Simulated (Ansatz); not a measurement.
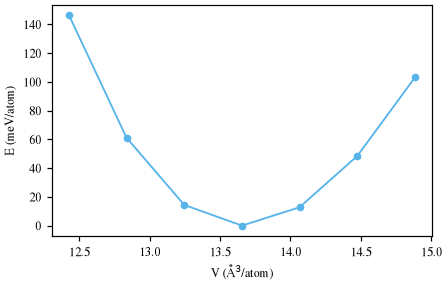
VIr3 (Cu3Au type, Pm-3m) under volume change, PBEsol in the plane-wave PAW code Ansatz, scaled uniformly.

Question: What does a third-order Birch–Murnaghan fit give for V₀, B₀ and B′?

Answer: V₀ = 13.66 Å³/atom, B₀ = 353 GPa, B′ = 4.8.

The workflow started from a Materials Project entry (that database holds measured and hypothetical structures alike); the Crystallography Open Database files this formula in space group No. 221, but the cells were not matched. Whether it is the stable phase at ambient conditions was not checked. Symmetry was held in the PBEsol relaxation; its stability against distortions is not shown here. No spin polarisation was allowed. Scalar-relativistic: spin–orbit coupling is off unless named, which matters more the heavier the elements.

Potentials: the later of the program's two PAW sets.
